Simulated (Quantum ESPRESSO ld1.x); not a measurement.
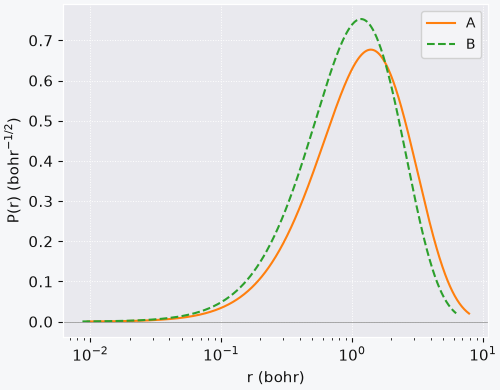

Two nuclei with the same 5 electrons, [He] 2s2 2p1 (high spin), were computed: Z = 5.25 with 5 electrons; Z = 5.75 with 5 electrons. Level of theory: non-relativistic Kohn-Sham, LDA (Slater exchange, Perdew-Zunger correlation), spin-polarised, spherical densities, point nucleus. Computed with Quantum ESPRESSO ld1.x 7.5.

The plot shows P(r) = r R(r) of the 2p up orbital in both runs.

> Assign A and B.

A is Z = 5.25 with 5 electrons (⟨r⟩ = 1.97 bohr, eigenvalue −6.82 eV); B is Z = 5.75 with 5 electrons (⟨r⟩ = 1.61 bohr, eigenvalue −13.7 eV). The larger nuclear charge pulls the orbital in.
